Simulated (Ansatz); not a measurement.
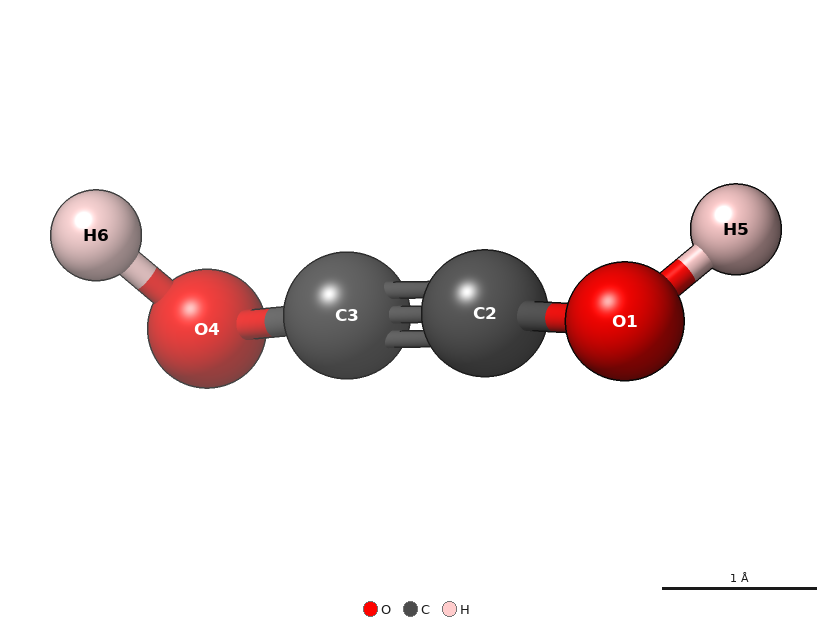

Orthographic view. Depth is shown by fading: the farther an atom, the more it takes the colour of the background. The geometry was computed by an optimisation with PBE0-D4/def2-TZVP.

Write a MOL file (V2000) with the atoms in numerical order, bonds sorted by atom number with the orders drawn, and coordinates in the frame of the picture: x right, y up, z towards the viewer, origin at the mean position.

```
C2H2O2
                    3D

  6  5  0  0  0  0  0  0  0  0999 V2000
    1.3600   -0.2000    1.3400 O   0  0  0  0  0  0  0  0  0  0  0  0
    0.4500   -0.1500    0.4000 C   0  0  0  0  0  0  0  0  0  0  0  0
   -0.4500   -0.1600   -0.3900 C   0  0  0  0  0  0  0  0  0  0  0  0
   -1.3600   -0.2500   -1.3300 O   0  0  0  0  0  0  0  0  0  0  0  0
    2.0800    0.4000    1.1300 H   0  0  0  0  0  0  0  0  0  0  0  0
   -2.0800    0.3600   -1.1400 H   0  0  0  0  0  0  0  0  0  0  0  0
  1  2  1  0
  1  5  1  0
  2  3  3  0
  3  4  1  0
  4  6  1  0
M  END
```
